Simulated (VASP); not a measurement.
# Bi2Pd (Urvantsevite) under strain, part 3 of 4

Aim: follow the pressure of Bi2Pd (Urvantsevite) through compression, expansion and shear. All runs use r2SCAN. Left out of this account: 1 further run (fields: a reference on another mesh). The start is a cell from a database of measured crystal structures.

VASP 6.6.1; r2SCAN; plane waves and PAW (Bi_d, Pd).

Still holding for the runs below: Spin-orbit coupling is off here; with elements this heavy it splits and shifts levels by tenths of an eV or more.

So far, pressure (GPa): step 2 (bands, cell as listed) 1.25; step 3 (cell volume +4.0 %) -1.99; step 4 (cell volume +8.0 %) -4.57.

### 5. Bands, sheared, principal strains -1.7, -0.3, +2.0 %

The cell is sheared at fixed volume, which lowers its symmetry.

The input, INCAR:

```
SYSTEM = Bi2Pd
PREC = Accurate
ENCUT = 400
EDIFF = 1E-06
NELM = 100
ISMEAR = -1
SIGMA = 0.05
LREAL = .FALSE.
ALGO = Normal
METAGGA = R2SCAN
LASPH = .TRUE.
NBANDS = 33
LORBIT = 11
LWAVE = .FALSE.
LCHARG = .FALSE.
KPAR = 4
```

The input, POSCAR:

```
Bi2Pd
1.0
    0.0423960000     -3.3757450000      0.0335170000
   -3.3869080000      0.0423960000     -0.0042180000
    1.7065090000     -1.6443540000     -6.4003160000
Bi Pd
2 1
Direct
    0.3630000000      0.6370000000      0.2740000000
    0.6370000000      0.3630000000      0.7260000000
    0.0000000000      0.0000000000      0.0000000000
```

The input, KPOINTS:

```
Automatic mesh
0
Gamma
9 9 9
0 0 0
```

The input, KPOINTS_OPT:

```
Line mode
16
Line-mode
Reciprocal
 -0.50000000   0.00000000   0.00000000 X
  0.00000000   0.00000000   0.00000000 GAMMA

  0.00000000   0.00000000   0.00000000 GAMMA
  0.00000000   0.50000000  -0.50000000 Y

 -0.50000000   0.50000000  -0.50000000 L
  0.00000000   0.00000000   0.00000000 GAMMA

  0.00000000   0.00000000   0.00000000 GAMMA
  0.00000000  -0.50000000   0.00000000 Z

 -0.50000000  -0.50000000   0.00000000 N
  0.00000000   0.00000000   0.00000000 GAMMA

  0.00000000   0.00000000   0.00000000 GAMMA
  0.00000000   0.00000000  -0.50000000 M

 -0.50000000   0.00000000  -0.50000000 R
  0.00000000   0.00000000   0.00000000 GAMMA
```

Potentials, in the order of the species: Bi_d and Pd (PBE family, release 64).

Launch:

```console
$ mpirun -np 4 vasp_std
```

The program printed:

```text
[... set-up lines as in an earlier step ...]
 entering main loop
       N       E                     dE             d eps       ncg     rms          rms(c)
DAV:   1     0.269428223515E+03    0.26943E+03   -0.17285E+04 24364   0.129E+03
DAV:   2    -0.111834816821E+03   -0.38126E+03   -0.36646E+03 24435   0.389E+02
DAV:   3    -0.148977390691E+03   -0.37143E+02   -0.36696E+02 28400   0.130E+02
DAV:   4    -0.150330032892E+03   -0.13526E+01   -0.13510E+01 30004   0.258E+01
DAV:   5    -0.150395562661E+03   -0.65530E-01   -0.65524E-01 36250   0.509E+00    0.494E+00
DAV:   6    -0.140469584056E+03    0.99260E+01   -0.37020E+00 28447   0.198E+01    0.338E+00
DAV:   7    -0.140369573364E+03    0.10001E+00   -0.32740E-01 27462   0.368E+00    0.162E+00
DAV:   8    -0.140375390966E+03   -0.58176E-02   -0.35678E-02 29272   0.136E+00    0.721E-01
DAV:   9    -0.140376176860E+03   -0.78589E-03   -0.14345E-02 31124   0.913E-01    0.118E-01
DAV:  10    -0.140376580023E+03   -0.40316E-03   -0.12561E-03 32033   0.334E-01    0.502E-02
DAV:  11    -0.140376588137E+03   -0.81140E-05   -0.36293E-04 30813   0.138E-01    0.202E-02
DAV:  12    -0.140376590784E+03   -0.26469E-05   -0.53040E-05 29005   0.535E-02    0.665E-03
DAV:  13    -0.140376590475E+03    0.30884E-06   -0.75632E-06 27813   0.168E-02
   1 F= -.14037659E+03 E0= -.14037029E+03  d E =-.126067E-01
 Start KPOINTS_OPT (optional k-point list driver)
k-point batch [1-112\112]
       N       E                     dE             ncg
DAV:   1     0.391177814640E+05   -0.37487E+05     7528
DAV:   2    -0.377388305064E+04   -0.42892E+05     7512
DAV:   3    -0.806427215264E+04   -0.42904E+04     8793
DAV:   4    -0.821921828416E+04   -0.15495E+03     8818
DAV:   5    -0.822708689737E+04   -0.78686E+01    11199
DAV:   6    -0.822718561711E+04   -0.98720E-01     9509
DAV:   7    -0.822718891907E+04   -0.33020E-02    11255
DAV:   8    -0.822718895870E+04   -0.39635E-04     8669
DAV:   9    -0.822718896003E+04   -0.13331E-05     5979
DAV:  10    -0.822718896051E+04   -0.47771E-06     5441
```

The job ended after 17 min (4 MPI ranks of AMD EPYC 7R13 (Zen 3), shared host; peak memory 3.2 GiB; 69 min of CPU time).

Parts of OUTCAR (step 5):

```text
   k-points           NKPTS =    365   k-points in BZ     NKDIM =    365   number of bands    NBANDS=     33

   ENCUT  =  400.0 eV  29.40 Ry    5.42 a.u.   5.51  5.52 11.13*2*pi/ulx,y,z

   NELECT =      40.0000    total number of electrons

 E-fermi :   9.1126

 k-point     1 :       0.0000    0.0000    0.0000
  band No.  band energies     occupation
    ...
     14       5.0315      2.00000
     15       5.6993      2.00000
     16       5.8196      2.00000
     17       6.1814      2.00000
     18       6.3919      2.00000
     19      10.9710      0.00000
     20      11.4934      0.00000
     21      11.6490      0.00000
     22      12.2390      0.00000
     23      12.3105      0.00000
    ...

  Total        0.4855868      0.5048898      0.7158850      0.2071541      0.2368739      0.0057786
  in kB       10.6031989     11.0246975     15.6319563      4.5233862      5.1723431      0.1261807
  external PRESSURE =      12.4199509 kB  Pullay stress =       0.0000000 kB

 POSITION                                       TOTAL-FORCE (eV/Angst)
 -----------------------------------------------------------------------------------
     -1.67449     -1.64894     -1.74421        -0.004042     -0.032479      0.150370
      0.03648     -3.32876     -4.62681         0.004042      0.032479     -0.150370
      0.00000      0.00000      0.00000         0.000000     -0.000000      0.000000
 -----------------------------------------------------------------------------------
    total drift:                                0.000000     -0.000000     -0.000000

  FREE ENERGIE OF THE ION-ELECTRON SYSTEM (eV)
  ---------------------------------------------------
  free  energy   TOTEN  =      -140.3765904753 eV

  energy  without entropy=     -140.3639838111  energy(sigma->0) =     -140.37028714

[... 1 part as in an earlier step ...]

[... 14 further parts left out ...]
```

The path and its labels are those of the sheared lattice, so a letter need not mean the same point as in the unstrained cell.

This step gave:

```yaml
electronic_steps: 13
irreducible_k_points: 365
symmetry_operations: 2
free_energy_toten: -140.3766 eV
energy_at_zero_smearing: -140.3703 eV
fermi_energy: 9.113 eV
pressure: 1.242 GPa
```

The electronic bands at the labelled points (eV, zero at the Fermi level; # counts the bands kept, so #1 is VASP's band 13):

```
    point     #5     #6     #7     #8    #9   #10   #11   #12
        X  -3.28  -2.97  -2.43  -1.93  1.10  4.48  4.80  5.09
        Γ  -2.93  -2.72   1.86   2.38  2.54  3.13  3.20  5.16
        Y  -3.32  -2.96  -2.30  -1.94  1.17  4.59  4.68  5.02
jump to L  -3.28  -3.00  -2.15  -0.93  0.37  1.05  1.22  2.09
        Γ  -2.93  -2.72   1.86   2.38  2.54  3.13  3.20  5.16
        Z  -3.32  -2.96  -2.32  -1.94  1.15  4.56  4.79  4.97
jump to N  -3.51  -3.04  -2.15  -1.10  0.58  0.94  1.14  2.37
        Γ  -2.93  -2.72   1.86   2.38  2.54  3.13  3.20  5.16
        M  -2.76  -2.72  -1.70   1.36  1.54  4.78  4.84  6.37
jump to R  -3.36  -2.97  -2.16  -1.92  1.26  4.57  4.59  4.88
        Γ  -2.93  -2.72   1.86   2.38  2.54  3.13  3.20  5.16
```

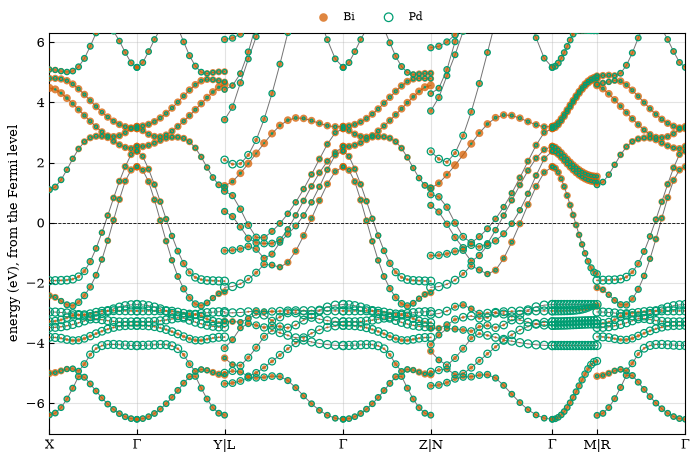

Electronic bands along the path; dots are coloured as in the legend, and their area grows with the weight.

Force by atom:

```
atom  x (eV/Å)  y (eV/Å)  z (eV/Å)   size
 Bi1    -0.004    -0.032     0.150  0.154
 Bi2     0.004     0.032    -0.150  0.154
 Pd3     0.000     0.000     0.000  0.000
```

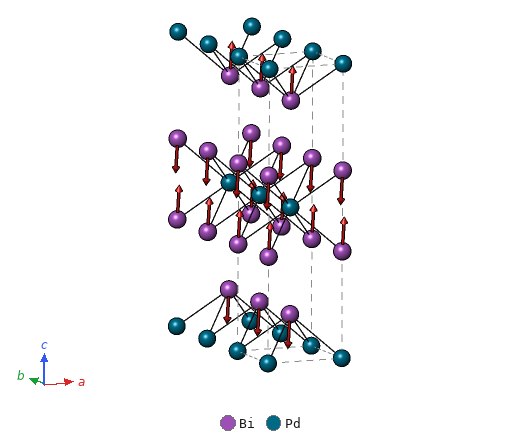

Force as arrows, the longest 0.154 eV/Å. 1×3×1 conventional cells are drawn. Some periodic images of atoms are drawn too.

 The pressure is 1.24 GPa, and the symmetry operations fall from 16 to 2.

### 6. Bands, volume times 0.96

The cell is compressed evenly, with fractional positions held.

INCAR is that of step 5.

The input, POSCAR:

```
Bi2Pd
1.0
    0.0000000000     -3.3165619976      0.0000000000
   -3.3165619976      0.0000000000      0.0000000000
    1.6582809988     -1.6582809988     -6.4037662722
Bi Pd
2 1
Direct
    0.3630000000      0.6370000000      0.2740000000
    0.6370000000      0.3630000000      0.7260000000
    0.0000000000      0.0000000000      0.0000000000
```

KPOINTS is that of step 5.

The input, KPOINTS_OPT:

```
Line mode
16
Line-mode
Reciprocal
  0.00000000   0.00000000   0.00000000 GAMMA
  0.50000000  -0.50000000   0.50000000 X

  0.50000000  -0.50000000   0.50000000 X
  0.53352859  -0.46647141   0.50000000 Y

  0.53352859  -0.46647141   0.50000000 Y
  0.53352859   0.00000000   0.26676430 S

  0.53352859   0.00000000   0.26676430 S
  0.00000000   0.00000000   0.00000000 GAMMA

  0.00000000   0.00000000   0.00000000 GAMMA
  0.00000000   0.00000000  -0.50000000 Z

  0.00000000   0.00000000  -0.50000000 Z
  0.46647141   0.00000000  -0.26676430 S1

  0.46647141   0.00000000  -0.26676430 S1
  0.50000000   0.00000000   0.00000000 N

  0.50000000   0.00000000   0.00000000 N
  0.50000000  -0.50000000   0.25000000 P

  0.50000000  -0.50000000   0.25000000 P
  0.46647141  -0.46647141  -0.03352859 Y1

  0.46647141  -0.46647141  -0.03352859 Y1
  0.00000000   0.00000000  -0.50000000 Z

  0.50000000  -0.50000000   0.50000000 X
  0.50000000  -0.50000000   0.25000000 P
```

Launch:

```console
$ mpirun -np 4 vasp_std
```

The program printed:

```text
[... set-up lines as in an earlier step ...]
 entering main loop
       N       E                     dE             d eps       ncg     rms          rms(c)
DAV:   1     0.272312991171E+03    0.27231E+03   -0.17242E+04  4975   0.130E+03
DAV:   2    -0.111136651934E+03   -0.38345E+03   -0.36811E+03  5038   0.394E+02
DAV:   3    -0.148838612838E+03   -0.37702E+02   -0.37242E+02  5893   0.131E+02
DAV:   4    -0.150204549125E+03   -0.13659E+01   -0.13643E+01  6140   0.260E+01
DAV:   5    -0.150270892948E+03   -0.66344E-01   -0.66337E-01  7402   0.514E+00    0.556E+00
DAV:   6    -0.140416869708E+03    0.98540E+01   -0.36989E+00  5896   0.199E+01    0.363E+00
DAV:   7    -0.140313401147E+03    0.10347E+00   -0.36043E-01  5578   0.387E+00    0.179E+00
DAV:   8    -0.140319080988E+03   -0.56798E-02   -0.36897E-02  6020   0.138E+00    0.757E-01
DAV:   9    -0.140318770915E+03    0.31007E-03   -0.15333E-02  6361   0.916E-01    0.113E-01
DAV:  10    -0.140319162415E+03   -0.39150E-03   -0.12729E-03  6646   0.338E-01    0.481E-02
DAV:  11    -0.140319182324E+03   -0.19909E-04   -0.35048E-04  6221   0.136E-01    0.213E-02
DAV:  12    -0.140319184514E+03   -0.21903E-05   -0.54245E-05  5969   0.537E-02    0.566E-03
DAV:  13    -0.140319184336E+03    0.17803E-06   -0.62004E-06  5743   0.150E-02
   1 F= -.14031918E+03 E0= -.14031299E+03  d E =-.123825E-01
 Start KPOINTS_OPT (optional k-point list driver)
k-point batch [1-75\176]
       N       E                     dE             ncg
DAV:   1     0.175215592952E+05   -0.50177E+05     4999
DAV:   2    -0.113360701611E+05   -0.28858E+05     5102
DAV:   3    -0.141728860983E+05   -0.28368E+04     5852
DAV:   4    -0.142750919527E+05   -0.10221E+03     5998
DAV:   5    -0.142793260327E+05   -0.42341E+01     7219
DAV:   6    -0.142793895449E+05   -0.63512E-01     6459
DAV:   7    -0.142793913845E+05   -0.18396E-02     7324
DAV:   8    -0.142793914099E+05   -0.25360E-04     5835
DAV:   9    -0.142793914107E+05   -0.80749E-06     3899
[...]
k-point batch [151-176\176]
       N       E                     dE             ncg
DAV:   1     0.713803020826E+05   -0.24052E+05     1740
DAV:   2     0.613792226327E+05   -0.10001E+05     1804
DAV:   3     0.603968775253E+05   -0.98235E+03     2009
DAV:   4     0.603619188855E+05   -0.34959E+02     2093
DAV:   5     0.603605762349E+05   -0.13427E+01     2534
DAV:   6     0.603605533010E+05   -0.22934E-01     2264
DAV:   7     0.603605527797E+05   -0.52129E-03     2577
DAV:   8     0.603605527713E+05   -0.83778E-05     2015
DAV:   9     0.603605527710E+05   -0.27999E-06     1470
```

Run time: 7.7 min. Hardware: 4 MPI ranks; peak memory 1 GiB.

OUTCAR, selected parts (step 6):

```text
   ENCUT  =  400.0 eV  29.40 Ry    5.42 a.u.   5.41  5.41 11.12*2*pi/ulx,y,z

   NELECT =      40.0000    total number of electrons

 E-fermi :   9.7169

 k-point     1 :       0.0000    0.0000    0.0000
  band No.  band energies     occupation
    ...
     14       5.3601      2.00000
     15       6.1914      2.00000
     16       6.1914      2.00000
     17       6.5606      2.00000
     18       6.8726      2.00000
     19      11.4795      0.00000
     20      12.3620      0.00000
     21      12.3620      0.00000
     22      13.1110      0.00000
     23      13.1110      0.00000
    ...

  Total        2.4272622      2.4272622      2.2025684      0.0000000      0.0000000      0.0000000
  in kB       55.2097216     55.2097216     50.0989105      0.0000000      0.0000000      0.0000000
  external PRESSURE =      53.5061179 kB  Pullay stress =       0.0000000 kB

 POSITION                                       TOTAL-FORCE (eV/Angst)
 -----------------------------------------------------------------------------------
     -1.65828     -1.65828     -1.75463         0.000000     -0.000000     -0.068413
      0.00000     -3.31656     -4.64913        -0.000000      0.000000      0.068413
      0.00000      0.00000      0.00000         0.000000      0.000000      0.000000
 -----------------------------------------------------------------------------------
    total drift:                                0.000000     -0.000000     -0.000000

  FREE ENERGIE OF THE ION-ELECTRON SYSTEM (eV)
  ---------------------------------------------------
  free  energy   TOTEN  =      -140.3191843362 eV

  energy  without entropy=     -140.3068018194  energy(sigma->0) =     -140.31299308

[... 3 parts as in an earlier step ...]

[... 13 further parts left out ...]
```

Numbers from this step:

| Quantity | Value |
| --- | --- |
| irreducible k points | 75 |
| symmetry operations | 16 |
| free energy (TOTEN) | -140.3192 eV |
| energy at zero smearing | -140.3130 eV |
| Fermi energy | 9.717 eV |
| pressure | 5.351 GPa |

Electronic bands along the path, in eV, zero at the Fermi level; # counts the bands kept, so #1 is VASP's band 13:

```
    point     #5     #6     #7     #8     #9   #10   #11   #12
        Γ  -3.16  -2.84   1.76   2.65   2.65  3.39  3.39  5.49
        X  -3.59  -3.21  -2.22  -1.10   0.42  1.11  1.18  2.34
        Y  -3.73  -3.09  -2.23  -1.24   0.44  1.19  1.35  2.40
        S  -3.15  -3.13  -3.00  -1.67   1.45  3.21  5.06  5.08
        Γ  -3.16  -2.84   1.76   2.65   2.65  3.39  3.39  5.49
        Z  -3.05  -2.84  -1.79   1.61   1.61  5.10  5.10  6.70
       S1  -3.15  -3.13  -3.00  -1.67   1.45  3.21  5.06  5.08
        N  -3.54  -3.12  -2.47  -2.00   1.18  4.86  4.94  5.27
        P  -4.07  -3.23  -2.22  -0.38  -0.38  1.11  1.17  2.64
       Y1  -3.73  -3.09  -2.23  -1.24   0.44  1.19  1.35  2.40
        Z  -3.05  -2.84  -1.79   1.61   1.61  5.10  5.10  6.70
jump to X  -3.59  -3.21  -2.22  -1.10   0.42  1.11  1.18  2.34
        P  -4.07  -3.23  -2.22  -0.38  -0.38  1.11  1.17  2.64
```

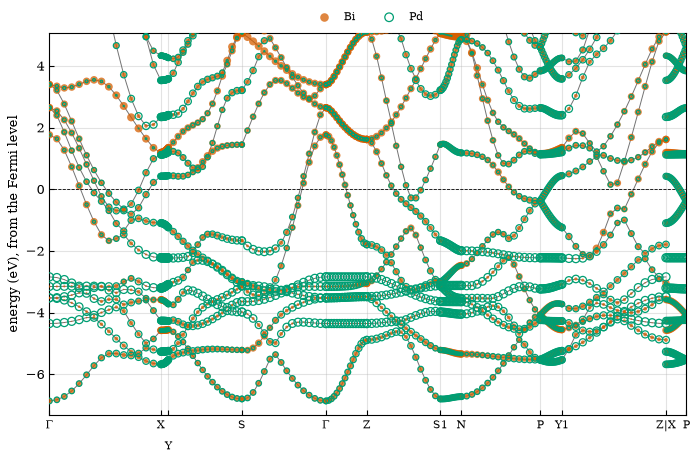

Electronic bands along the path; dots are coloured as in the legend, and their area grows with the weight.

Force by atom:

```
atom  x (eV/Å)  y (eV/Å)  z (eV/Å)    size
 Bi1    0.0000    0.0000   -0.0684  0.0684
 Bi2    0.0000    0.0000    0.0684  0.0684
 Pd3    0.0000    0.0000    0.0000  0.0000
```

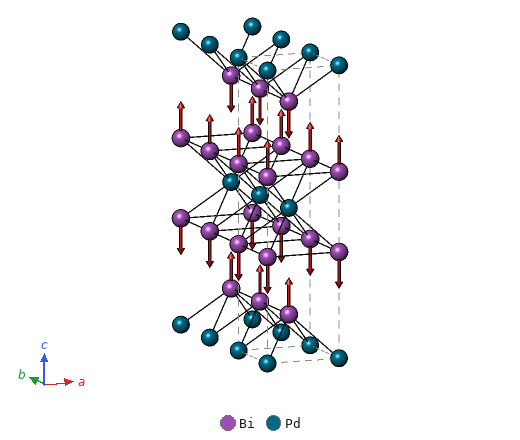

Force as arrows, the longest 0.0684 eV/Å. 1×3×1 conventional cells are drawn. Some periodic images of atoms are drawn too.

 The pressure is 5.35 GPa.

[end of part 3 of 4]

[Lines on the potential files, build, host, timing and source positions are cut from VASP's logs without a mark.]

[Logs are printed without paths, hosts, clocks, repeated set-up lines and the standing remarks that a program may print on its own settings, such as how far it seeks lower states.]

[Hosts, paths, dates, database ids (printed as entryN), source tags and the programs' standing remarks are cut or masked in the printed files.]

[A measured line is paired with the nearest computed mode of its activity, which favours agreement.]
